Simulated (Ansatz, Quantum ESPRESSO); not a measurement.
## YSn3 (Pm-3m): electron–phonon coupling with Quantum ESPRESSO

Aim: mode couplings and λ of YSn3 (Pm-3m) by double-delta sums in Quantum ESPRESSO.

Method: DFT PBEsol, scalar-relativistic, plane waves, PAW, in the first sound run; inputs show where later runs differ, in Ansatz 0.2.0 and Quantum ESPRESSO 7.5.

## 1. The structure

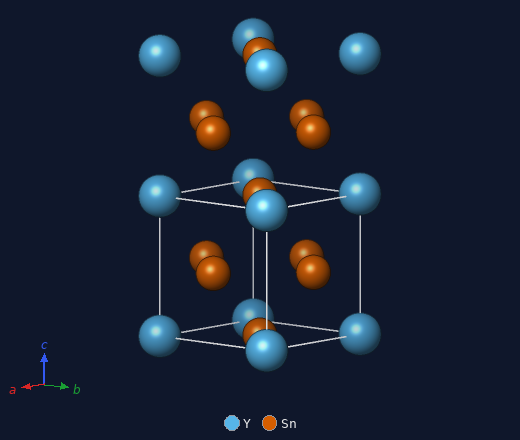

The starting structure, seen from a free direction (yttrium blue, tin orange). 1×1×2 cells are drawn. Some periodic images of atoms are drawn too.

## 2. Relaxation

Lattice constant and positions set the bands and the force constants, so the cell is relaxed first.

Contents of input.yaml:

```yaml
crystal:
  lattice:
    - [4.666, 0.0, 0.0]
    - [0.0, 4.666, 0.0]
    - [0.0, 0.0, 4.666]
  atoms:
    - { symbol: "Y", position: [0.0, 0.0, 0.0] }
    - { symbol: Sn, position: [0.0, 0.5, 0.5] }
    - { symbol: Sn, position: [0.5, 0.0, 0.5] }
    - { symbol: Sn, position: [0.5, 0.5, 0.0] }
kpoints:
  mp_grid: { grid: [6, 6, 6] }
hamiltonian:
  xc: pbesol
scf:
  occupations: { method: gaussian, width: 0.1 }
output:
  forces: true
  stress: true
  eigenvalues: true
relax:
  adjacent_minimum: "off"
  f_tol: 0.005
  max_steps: 80
  cell: { stress_tol: 0.05 }
```

Launch:

```sh
$ ansatz run input.yaml --threads 8 --pin off --max-ram 16384MiB --backend cpu --events-out ev --progress --plain --runs-dir out
```

Numbers of over 12 decimals in the logs are rounded to 6 here.

The log of the run:

```text
[the first part of the log is left out]
  E_aug_tail   = 0.000002  (compensation charges beyond the density's cutoff)
  E_ewald      = -5009.403915
  E_core_change = 1.003292  (= ΣΔE_core)
  E_smearing   = -0.011346  (= −TS)
  E_closure    = 0.000000  (closes the sum)
  Σ components = -21646.417602   (vs F -21646.417602, Δ=0.00e0)
--- Forces (eV/Å), atoms counted from 1 ---
  atom   1  Y      0.00000000     0.00000000     0.00000000
  atom   2  Sn    -0.00000000    -0.00000000    -0.00000000
  atom   3  Sn    -0.00000000     0.00000000     0.00000000
  atom   4  Sn    -0.00000000     0.00000000    -0.00000000
  max |Σ_I F_I| component: 3.00e-29 eV/Å
--- Stress (GPa, compression-positive) ---
       -0.009010      -0.000000      -0.000000
       -0.000000      -0.009010       0.000000
       -0.000000       0.000000      -0.009010
  P = ⅓ Tr σ = -0.0090 GPa (-0.090 kbar)
--- Band table (eV; the first three rows and the last of 20) ---
  k-point 0: bands = ["-30.7550", "-10.8011", "-10.8011", "-10.8011", "-9.2153", "-9.2153", "-9.2153", "-9.2149", "-9.0757", "-9.0757", "-9.0265", "-9.0265", "-9.0254", "-9.0254", "-9.0254", "-8.9188", "-8.9188", "-8.9188", "-8.9003", "1.2959", "7.0706", "7.0706", "9.1870", "9.1870", "9.1870", "13.6188", "13.6188", "13.6188", "13.6475", "14.2462", "14.2462", "14.2462"]
  k-point 1: bands = ["-30.7548", "-10.8139", "-10.8059", "-10.8059", "-9.2127", "-9.2003", "-9.1957", "-9.1957", "-9.0728", "-9.0651", "-9.0351", "-9.0279", "-9.0261", "-9.0195", "-9.0195", "-8.9389", "-8.9389", "-8.9188", "-8.9096", "1.5033", "6.0960", "7.2139", "9.2657", "9.2657", "9.9827", "12.3861", "12.7893", "12.7893", "13.6518", "14.1951", "14.6502", "15.3833"]
  k-point 2: bands = ["-30.7544", "-10.8390", "-10.8155", "-10.8155", "-9.2074", "-9.1642", "-9.1424", "-9.1424", "-9.0689", "-9.0575", "-9.0393", "-9.0331", "-9.0243", "-9.0108", "-9.0108", "-8.9901", "-8.9901", "-8.9337", "-8.9188", "2.0984", "4.6219", "7.5877", "9.4264", "9.4264", "10.9035", "11.2100", "12.1766", "12.1766", "13.7215", "14.2506", "14.6732", "15.3074"]
  k-point 19: bands = ["-30.7530", "-10.8232", "-10.8232", "-10.8232", "-9.1526", "-9.1526", "-9.1526", "-9.1117", "-9.1117", "-9.1117", "-9.1110", "-9.0412", "-9.0412", "-9.0412", "-8.9988", "-8.9988", "-8.9181", "-8.9181", "-8.9181", "5.0298", "5.0298", "5.0298", "7.1564", "8.5898", "8.5898", "8.5898", "13.0664", "14.7511", "14.7511", "15.6092", "15.6092", "15.6092"]
--- Relaxed structure (3 steps of the walk, 3 accepted, 1 SCFs on fresh bases) ---
  F+E_penalty+E_count = -21646.41760169 eV   max|allowed force component| = 2.616e-29 eV/Å   (the final SCF, on the basis selected at the relaxed cell)
  cell:  # Å, volume = 100.5091 Å³
    - [4.649453, 0, 0]
    - [0.0, 4.649453, 0]
    - [0, 0, 4.649453]
  atoms:
    - { symbol: Y, position: [0, 0, 0] }
    - { symbol: Sn, position: [0, 0.5, 0.5] }
    - { symbol: Sn, position: [0.5, 0, 0.5] }
    - { symbol: Sn, position: [0.5, 0.5, 0] }
```

It took 2.4 s on 8 threads of Arm Neoverse V1, shared host; peak memory 0.53 GiB.

Step by step:

```csv
step,energy less that of the first step (eV),largest force component (eV/Å),pressure (GPa),volume (Å³)
1,0.0000,0.0000,-0.67,101.59
2,-0.0019,0.0000,0.40,99.88
3,-0.0025,0.0000,-0.01,100.51
4,-0.0023,0.0000,-0.01,100.51
```

The log counts 1 steps on a newly chosen plane-wave basis, not all of them marked here; energy and pressure can jump at such steps.

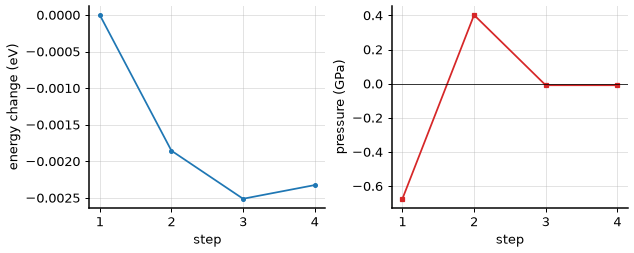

Energy and pressure along the relaxation.

```csv
"conventional cell, symmetrised",before,after,change
a (Å),4.666,4.649,-0.4 %
b (Å),4.666,4.649,-0.4 %
c (Å),4.666,4.649,-0.4 %
volume (Å³/atom),25.40,25.13,-1.1 %
```

Final coordinates:

```
Y Sn
1.0
     4.64945    0.00000    0.00000
     0.00000    4.64945    0.00000
     0.00000    0.00000    4.64945
Y Sn
1 3
Direct
  0.00000 0.00000 0.00000
  0.00000 0.50000 0.50000
  0.50000 0.00000 0.50000
  0.50000 0.50000 0.00000
```

This step gave:

| Item | Value |
| --- | --- |
| pressure | -0.009010 GPa |
| volume per atom | 25.13 Å³ |
| metallic on mesh | yes |
| gap on the k-mesh | 0 eV |

The largest force is now zero by symmetry and the largest stress component 0.0090 GPa.

## 3. Ground state with pw.x

ph.x needs a tightly converged ground state on the same k mesh; the cell is that of the step before.

This step: DFT PBEsol, scalar-relativistic, plane waves, GBRV ultrasoft pseudopotentials (Quantum ESPRESSO 7.5).

Contents of pw.in:

```
 &control
    calculation='scf',
    prefix='x',
    outdir='./tmp',
    pseudo_dir='./pseudo',
    tprnfor=.true.,
    tstress=.true.,
 /
 &system
    ibrav=1,
    celldm(1)=8.78619289,
    nat=4,
    ntyp=2,
    ecutwfc=45.0,
    ecutrho=360.0,
    occupations='smearing',
    smearing='fd',
    degauss=0.00734986,
    nbnd=42,
 /
 &electrons
    conv_thr=1.0d-11,
    mixing_beta=0.5,
 /
ATOMIC_SPECIES
 Y      88.9058  Y.upf
 Sn    118.7100  Sn.upf
ATOMIC_POSITIONS crystal
 Y      0.000000000   0.000000000   0.000000000
 Sn     0.000000000   0.500000000   0.500000000
 Sn     0.500000000   0.000000000   0.500000000
 Sn     0.500000000   0.500000000   0.000000000
K_POINTS automatic
 4 4 4 0 0 0
```

Launch:

```sh
$ OMP_NUM_THREADS=1 mpirun -n 8 pw.x -nk 8 -in pw.in > pw.x.log
```

The log of the run:

```text
Program PWSCF v.7.5

     This program is part of the open-source Quantum ESPRESSO suite
     for quantum simulation of materials; please cite
         "P. Giannozzi et al., J. Phys.:Condens. Matter 21 395502 (2009);
         "P. Giannozzi et al., J. Phys.:Condens. Matter 29 465901 (2017);
         "P. Giannozzi et al., J. Chem. Phys. 152 154105 (2020);
     in publications or presentations arising from this work. More details at

     G-vector sticks info
     --------------------
     sticks:   dense  smooth     PW     G-vecs:    dense   smooth      PW
     Sum        2217    1101    333                78205    27609    4457

     Using Slab Decomposition

     bravais-lattice index     =            1
     lattice parameter (alat)  =       8.7862  a.u.
     unit-cell volume          =     678.2694 (a.u.)^3
     number of atoms/cell      =            4
     number of atomic types    =            2
     number of electrons       =        53.00
     number of Kohn-Sham states=           42
     kinetic-energy cutoff     =      45.0000  Ry
     charge density cutoff     =     360.0000  Ry
     scf convergence threshold =      1.0E-11
     mixing beta               =       0.5000
     number of iterations used =            8  plain     mixing
     Exchange-correlation= SLA  PW   PSX  PSC
                           (   1   4  10   8   0   0   0)

     celldm(1)=   8.786193  celldm(2)=   0.000000  celldm(3)=   0.000000
     celldm(4)=   0.000000  celldm(5)=   0.000000  celldm(6)=   0.000000

     crystal axes: (cart. coord. in units of alat)
               a(1) = (   1.000000   0.000000   0.000000 )
               a(2) = (   0.000000   1.000000   0.000000 )
               a(3) = (   0.000000   0.000000   1.000000 )

     reciprocal axes: (cart. coord. in units 2 pi/alat)
               b(1) = (  1.000000  0.000000  0.000000 )
               b(2) = (  0.000000  1.000000  0.000000 )
               b(3) = (  0.000000  0.000000  1.000000 )

     PseudoPot. # 1 for Y  read from file:
     ./pseudo/Y.upf
     Pseudo is Ultrasoft + core correction, Zval = 11.0
     Using radial grid of  885 points,  6 beta functions with:
                l(1) =   0
                l(2) =   0
                l(3) =   1
                l(4) =   1
                l(5) =   2
                l(6) =   2
     Q(r) pseudized with  8 coefficients,  rinner =    1.200   1.200   1.200
                                                       1.200   1.200

     PseudoPot. # 2 for Sn read from file:
     ./pseudo/Sn.upf
     Pseudo is Ultrasoft + core correction, Zval = 14.0
     Using radial grid of  891 points,  6 beta functions with:
                l(1) =   0
                l(2) =   0
                l(3) =   1
                l(4) =   1
                l(5) =   2
                l(6) =   2
     Q(r) pseudized with  8 coefficients,  rinner =    1.350   1.350   1.350
                                                       1.350   1.350

     atomic species   valence    mass     pseudopotential
     Y                11.00    88.90580     Y ( 1.00)
     Sn               14.00   118.71000     Sn( 1.00)

     48 Sym. Ops., with inversion, found

   Cartesian axes

     site n.     atom                  positions (alat units)
         1        Y      tau(   1) = (   0.0000000   0.0000000   0.0000000  )
         2        Sn     tau(   2) = (   0.0000000   0.5000000   0.5000000  )
         3        Sn     tau(   3) = (   0.5000000   0.0000000   0.5000000  )
         4        Sn     tau(   4) = (   0.5000000   0.5000000   0.0000000  )

     number of k points=    10  Fermi-Dirac smearing, width (Ry)=  0.0073
                       cart. coord. in units 2pi/alat
        k(    1) = (   0.0000000   0.0000000   0.0000000), wk =   0.0312500
        k(    2) = (   0.0000000   0.0000000   0.2500000), wk =   0.1875000
        k(    3) = (   0.0000000   0.0000000  -0.5000000), wk =   0.0937500
        k(    4) = (   0.0000000   0.2500000   0.2500000), wk =   0.3750000
        k(    5) = (   0.0000000   0.2500000  -0.5000000), wk =   0.3750000
        k(    6) = (   0.0000000  -0.5000000  -0.5000000), wk =   0.0937500
        k(    7) = (   0.2500000   0.2500000   0.2500000), wk =   0.2500000
        k(    8) = (   0.2500000   0.2500000  -0.5000000), wk =   0.3750000
        k(    9) = (   0.2500000  -0.5000000  -0.5000000), wk =   0.1875000
        k(   10) = (  -0.5000000  -0.5000000  -0.5000000), wk =   0.0312500

     Dense  grid:    78205 G-vectors     FFT dimensions: (  54,  54,  54)

     Smooth grid:    27609 G-vectors     FFT dimensions: (  40,  40,  40)

     Initial potential from superposition of free atoms

     starting charge      49.9958, renormalised to      53.0000
     Starting wfcs are   40 randomized atomic wfcs +    2 random wfcs

     per-process dynamical memory:    72.9 Mb

     Self-consistent Calculation

     iteration #  1     ecut=    45.00 Ry     beta= 0.50
     Davidson diagonalization with overlap
     ethr =  1.00E-02,  avg # of iterations =  7.2

     total energy              =    -569.10435005 Ry
     estimated scf accuracy    <       2.25003685 Ry

     iteration #  2     ecut=    45.00 Ry     beta= 0.50
     Davidson diagonalization with overlap
     ethr =  4.25E-03,  avg # of iterations =  2.0

     total energy              =    -569.51632863 Ry
     estimated scf accuracy    <       0.06763779 Ry

     iteration #  3     ecut=    45.00 Ry     beta= 0.50
     Davidson diagonalization with overlap
     ethr =  1.28E-04,  avg # of iterations =  5.0

     total energy              =    -569.53559707 Ry
     estimated scf accuracy    <       0.01529009 Ry

     iteration #  4     ecut=    45.00 Ry     beta= 0.50
     Davidson diagonalization with overlap
     ethr =  2.88E-05,  avg # of iterations =  2.7

     total energy              =    -569.53699016 Ry
     estimated scf accuracy    <       0.00296481 Ry

     iteration #  5     ecut=    45.00 Ry     beta= 0.50
     Davidson diagonalization with overlap
     ethr =  5.59E-06,  avg # of iterations =  4.5

     total energy              =    -569.53749384 Ry
     estimated scf accuracy    <       0.00044838 Ry

     iteration #  6     ecut=    45.00 Ry     beta= 0.50
     Davidson diagonalization with overlap
     ethr =  8.46E-07,  avg # of iterations =  5.0

     total energy              =    -569.53765141 Ry
     estimated scf accuracy    <       0.00009982 Ry

     iteration #  7     ecut=    45.00 Ry     beta= 0.50
     Davidson diagonalization with overlap
     ethr =  1.88E-07,  avg # of iterations =  2.4

     total energy              =    -569.53768184 Ry
     estimated scf accuracy    <       0.00000883 Ry

     iteration #  8     ecut=    45.00 Ry     beta= 0.50
     Davidson diagonalization with overlap
     ethr =  1.67E-08,  avg # of iterations =  2.7

     total energy              =    -569.53768339 Ry
     estimated scf accuracy    <       0.00000016 Ry

     iteration #  9     ecut=    45.00 Ry     beta= 0.50
     Davidson diagonalization with overlap
     c_bands:  1 eigenvalues not converged
     ethr =  3.07E-10,  avg # of iterations =  6.4

     total energy              =    -569.53768364 Ry
     estimated scf accuracy    <       0.00000006 Ry

     iteration # 10     ecut=    45.00 Ry     beta= 0.50
     Davidson diagonalization with overlap
     ethr =  1.17E-10,  avg # of iterations =  3.3

     total energy              =    -569.53768366 Ry
     estimated scf accuracy    <          4.8E-09 Ry

     iteration # 11     ecut=    45.00 Ry     beta= 0.50
     Davidson diagonalization with overlap
     ethr =  9.10E-12,  avg # of iterations =  2.3

     total energy              =    -569.53768366 Ry
     estimated scf accuracy    <          7.0E-11 Ry

     iteration # 12     ecut=    45.00 Ry     beta= 0.50
     Davidson diagonalization with overlap
     ethr =  1.32E-13,  avg # of iterations =  4.4

     End of self-consistent calculation

          k = 0.0000 0.0000 0.0000 (  3407 PWs)   bands (ev):

   -30.6702 -10.7135 -10.7135 -10.7135  -9.1630  -9.1630  -9.1630  -9.1599
    -9.0275  -9.0275  -8.9773  -8.9773  -8.9773  -8.9731  -8.9731  -8.8666
    -8.8666  -8.8666  -8.8530   1.3645   7.1330   7.1330   9.2579   9.2579
     9.2579  13.7111  13.7111  13.7111  13.7352  14.3167  14.3167  14.3167
    14.4150  14.4150  17.1907  17.1907  17.1907  21.1961  21.1961  21.1961
    22.2917  22.3275

          k = 0.0000 0.0000 0.2500 (  3459 PWs)   bands (ev):

   -30.6698 -10.7391 -10.7234 -10.7234  -9.1583  -9.1294  -9.1211  -9.1211
    -9.0220  -9.0050  -8.9924  -8.9828  -8.9725  -8.9661  -8.9661  -8.9103
    -8.9103  -8.8732  -8.8669   1.8251   5.4134   7.4429   9.4180   9.4180
    10.6525  11.6515  12.5003  12.5003  13.7804  14.4729  15.1423  15.7268
    15.7268  15.9132  16.7199  16.7199  17.3365  20.0410  20.8397  22.8947
    22.8948  22.9572

          k = 0.0000 0.0000-0.5000 (  3450 PWs)   bands (ev):

   -30.6694 -10.7642 -10.7331 -10.7331  -9.1529  -9.0809  -9.0308  -9.0216
    -9.0216  -9.0145  -9.0145  -9.0136  -8.9885  -8.9739  -8.9676  -8.9497
    -8.9497  -8.9052  -8.8676   2.8139   3.7178   7.9201   9.5815   9.5815
    10.3308  12.0685  12.0685  12.4471  13.0427  13.8549  14.8390  14.9999
    14.9999  18.6683  18.7962  18.7962  19.1405  19.3952  19.9234  20.2319
    20.7854  20.7854

          k = 0.0000 0.2500 0.2500 (  3455 PWs)   bands (ev):

   -30.6694 -10.7481 -10.7330 -10.7325  -9.1258  -9.1228  -9.1097  -9.0848
[...]
22.2385  22.4131

          k = 0.0000 0.2500-0.5000 (  3446 PWs)   bands (ev):

[...]
21.9323  22.1436

          k = 0.0000-0.5000-0.5000 (  3468 PWs)   bands (ev):

[...]
22.8357  22.8358

          k = 0.2500 0.2500 0.2500 (  3467 PWs)   bands (ev):

[...]
21.1672  23.9371

          k = 0.2500 0.2500-0.5000 (  3464 PWs)   bands (ev):

[...]
22.1736  23.4608

          k = 0.2500-0.5000-0.5000 (  3440 PWs)   bands (ev):

[...]
-8.8964  -8.8865  -8.8865   4.4122   4.8997   4.8997   8.0032   8.8246
     9.4950   9.4950  14.0092  14.5197  14.6772  14.6772  15.3519  15.5013
    15.9218  17.9989  17.9989  18.3687  19.2294  20.7920  20.7920  22.3179
    22.7612  23.1885

          k =-0.5000-0.5000-0.5000 (  3448 PWs)   bands (ev):

   -30.6682 -10.7357 -10.7357 -10.7357  -9.0998  -9.0998  -9.0998  -9.0633
    -9.0620  -9.0620  -9.0620  -8.9877  -8.9877  -8.9877  -8.9514  -8.9514
    -8.8685  -8.8685  -8.8685   5.0941   5.0941   5.0941   7.2331   8.6602
     8.6602   8.6602  13.1472  14.8442  14.8442  15.7020  15.7020  15.7020
    18.4122  18.4122  18.4122  18.6083  18.6083  22.0518  22.0518  22.0518
    22.3064  23.2721

     the Fermi energy is    12.4586 ev

!    total energy              =    -569.53768366 Ry
     estimated scf accuracy    <          3.8E-12 Ry
     smearing contrib. (-TS)   =      -0.00576581 Ry
     internal energy E=F+TS    =    -569.53191784 Ry

     The total energy is F=E-TS. E is the sum of the following terms:
     one-electron contribution =    -165.94556092 Ry
     hartree contribution      =     119.67617186 Ry
     xc contribution           =    -155.07813201 Ry
     ewald contribution        =    -368.18439678 Ry

     convergence has been achieved in  12 iterations

     Forces acting on atoms (cartesian axes, Ry/au):

     atom    1 type  1   force =     0.00000000    0.00000000    0.00000000
     atom    2 type  2   force =     0.00000000    0.00000000    0.00000000
     atom    3 type  2   force =     0.00000000    0.00000000    0.00000000
     atom    4 type  2   force =     0.00000000    0.00000000    0.00000000

     Total force =     0.000000     Total SCF correction =     0.000000

     Computing stress (Cartesian axis) and pressure

          total   stress  (Ry/bohr**3)                   (kbar)     P=      -19.96
  -0.00013568   0.00000000   0.00000000          -19.96        0.00        0.00
   0.00000000  -0.00013568   0.00000000            0.00      -19.96        0.00
   0.00000000   0.00000000  -0.00013568            0.00        0.00      -19.96

     Writing all to output data dir ./tmp/x.save/ :
     XML data file, charge density, pseudopotentials, collected wavefunctions

   JOB DONE.
```

Elapsed: 11 s, on 8 MPI ranks.

This step gave:

```yaml
pressure: -1.996 GPa
```

With these potentials, mesh and smearing the cell is at -2.0 GPa, so it is not at its own rest, or the cutoff leaves a Pulay stress.

(Continued in part 2 of 2.)

[Logs are printed without paths, hosts, clocks, repeated set-up lines and the standing remarks that a program may print on its own settings, such as how far it seeks lower states.]

[Hosts, paths, dates, database ids (printed as entryN), source tags and the programs' standing remarks are cut or masked in the printed files.]
